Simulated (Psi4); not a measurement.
**AlO (oxoaluminum) at UMP2/6-31G(d) (density fitting, density fitting for correlation, Cartesian functions)**

Aim: a geometry optimisation of AlO (oxoaluminum). 

The results are computed with Psi4 1.11.

14 further runs of the same task are left out: 14 that didn't finish.

## (1) Starting point

AlO: 2 atoms, total charge 0, spin state doublet. SMILES: `[O]=[Al]`. Geometry: a GFN2-xTB relaxation, a rough one for these elements and not checked as a minimum. The run starts from this shape.

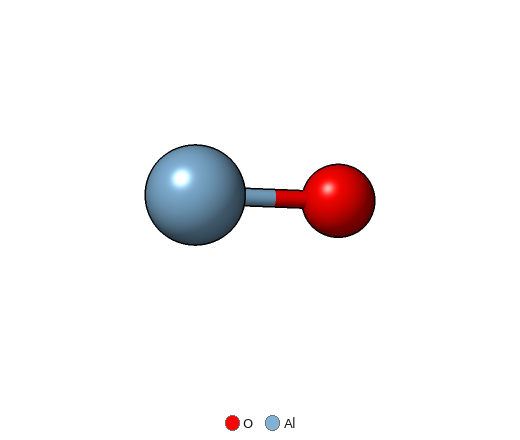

The structure, seen from a chosen angle (oxygen red, aluminium light blue).

## (2) A geometry optimisation at UMP2/6-31G(d) (density fitting, density fitting for correlation, Cartesian functions)

The input, calc.in:

```
memory 1.6 GB

molecule {
  0 2
  O      0.000000     0.000000     0.000000
  Al     0.000000     0.000000     1.570050
  units angstrom
  symmetry c1
}

set basis 6-31G*
set reference uhf
set scf_type df
set freeze_core true
set mp2_type df
set geom_maxiter 40
set maxiter 100
set soscf true
set soscf_start_convergence 0.001

E, wfn = opt('mp2', return_wfn=True)
print_variables()
```

Started as:

```
$ psi4 -i calc.in -o calc.out -n 1
```

calc.out:

```text
[...]
  Running in c1 symmetry.
[...]
  Nuclear repulsion =   35.052660685761602
[...]
  Multiplicity = 2
[...]
  Nalpha       = 11
  Nbeta        = 10
[...]
    Number of basis functions: 34
[...]
   @DF-UHF iter   1:  -316.44864079742683   -7.09404e-01   2.10268e-02 ADIIS/DIIS
[...]
	Warning: cc_lambda option is changed to TRUE
	For this residual convergence, default PCG convergence is:     1.00e-07
[...]
	DF-SCS-MP2 Total Energy (a.u.)     :  -316.91158149883603
	DF-SOS-MP2 Total Energy (a.u.)     :  -316.90847587708919
[...]
	Warning: cc_lambda option is changed to TRUE
	For this residual convergence, default PCG convergence is:     1.00e-07
[...]
	Warning: cc_lambda option is changed to TRUE
	For this residual convergence, default PCG convergence is:     1.00e-07
[...]
	Warning: cc_lambda option is changed to TRUE
	For this residual convergence, default PCG convergence is:     1.00e-07
[...]
   @DF-UHF iter   8:  -316.72088397159320    1.70530e-13   9.68553e-11 SOSCF, nmicro=conv
[...]
   @S^2 Observed:                7.931306162E-01
[...]
    Orbital Energies [Eh]
    ---------------------
    Alpha Occupied:
       1A    -58.490136     2A    -20.585043     3A     -4.911567
       4A     -3.226717     5A     -3.219223     6A     -3.219223
       7A     -1.300822     8A     -0.652319     9A     -0.513730
      10A     -0.513730    11A     -0.350774
    Alpha Virtual:
      12A      0.055254    13A      0.055254    14A      0.128943
      15A      0.230592    16A      0.324698    17A      0.324698
      18A      0.452185    19A      0.659859    20A      0.659859
      21A      0.726062    22A      0.726062    23A      0.984907
      24A      1.256635    25A      1.262476    26A      1.262476
[...]
  @DF-UHF Final Energy:  -316.72088397159320
   => Energetics <=
    Nuclear Repulsion Energy =             33.4041069453267028
    One-Electron Energy =                -507.2123126302941500
    Two-Electron Energy =                 157.0873217133742514
    Total Energy =                       -316.7208839715931958
  UHF NO Occupations:
  HONO-2 :    9  A 1.9978566
  HONO-1 :   10  A 1.9835931
[...]
 Multipole Moments:
 ------------------------------------------------------------------------------------
     Multipole            Electronic (a.u.)      Nuclear  (a.u.)        Total (a.u.)
 ------------------------------------------------------------------------------------
 L = 1.  Multiply by 2.5417464519 to convert [e a0] to [Debye]
 Dipole X            :          0.0000000            0.0000000            0.0000000
 Dipole Y            :          0.0000000            0.0000000            0.0000000
 Dipole Z            :          1.3661910           -0.5736425            0.7925485
 Magnitude           :                                                    0.7925485
[...]
	Warning: cc_lambda option is changed to TRUE
	For this residual convergence, default PCG convergence is:     1.00e-07
[...]
	DF-SCS-MP2 Total Energy (a.u.)     :  -316.91513754103261
	DF-SOS-MP2 Total Energy (a.u.)     :  -316.91264525968359
	DF-SCS(N)-MP2 Total Energy (a.u.)  :  -316.81192780181760
[...]
	DF-MP2 Total Energy (a.u.)         :  -316.92012210373076
[...]
    Final optimized geometry and variables:
    Molecular point group: c1
    Full point group: C_inf_v
    Geometry (in Angstrom), charge = 0, multiplicity = 2:
    O            0.000000000000     0.000000000000    -1.034357687550
    AL           0.000000000000     0.000000000000     0.613177150001
  Variable Map:
  ----------------------------------------------------------------------------
  "CURRENT CORRELATION ENERGY"           =>      -0.199238132138
  "CURRENT ENERGY"                       =>    -316.920122103731
  "CURRENT REFERENCE ENERGY"             =>    -316.720883971593
  "DD SOLVATION ENERGY"                  =>       0.000000000000
  "HF KINETIC ENERGY"                    =>     316.545442639680
  "HF POTENTIAL ENERGY"                  =>    -633.266326611273
[...]
```

The script printed:

```text
Optimizer: Optimization complete!
```

It took 13 s on 1 thread of Intel Xeon Platinum 8259CL at 2.50GHz (Skylake/Cascade Lake), shared host; peak memory 0.62 GiB.

The path in brief:

```tsv
step	energy from the first frame kept (eV)	largest force (eV/Å)
0	0.0000	1.4934
1	-0.0352	1.0967
2	-0.0583	0.4634
3	-0.0634	0.0359
4	-0.0634	0.0048
```

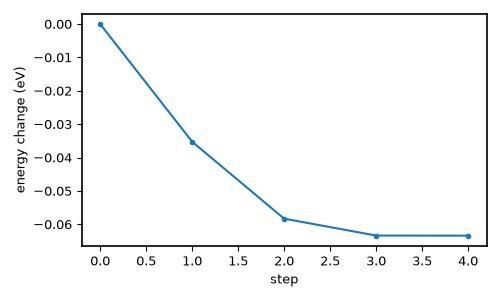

Energy along the run.

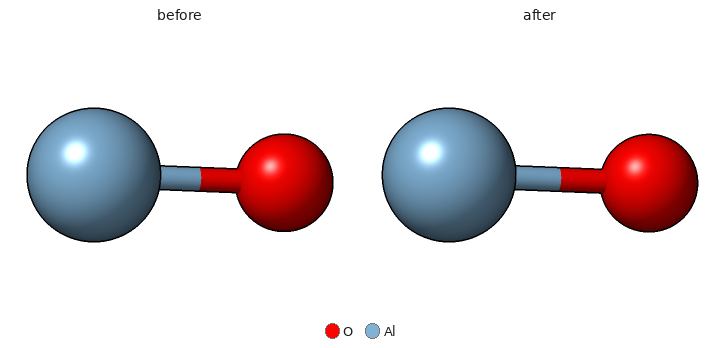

Before and after, at one scale.

After the run. Bond lengths: O1–Al2 1.648 Å.

## (3) Results

Level: UMP2/6-31G* (density fitting, density fitting for correlation, Cartesian functions), 6 core orbitals frozen.

| quantity | value |
| --- | --- |
| total energy at the end | -316.92012 Eh |
| HOMO energy (Hartree–Fock orbitals) (highest over α and β) | -9.55 eV |
| LUMO energy (Hartree–Fock orbitals) (lowest over α and β) | 0.86 eV |
| correlation energy (6 core orbitals frozen) | -199.2 mEh |
| bond length | 1.648 Å |
| ⟨S²⟩ of the reference determinant | 0.793 |

**Reading.** At the final geometry: Bond lengths: O1–Al2 1.648 Å. The optimisation took 5 steps and changed the energy by -0.063 eV.
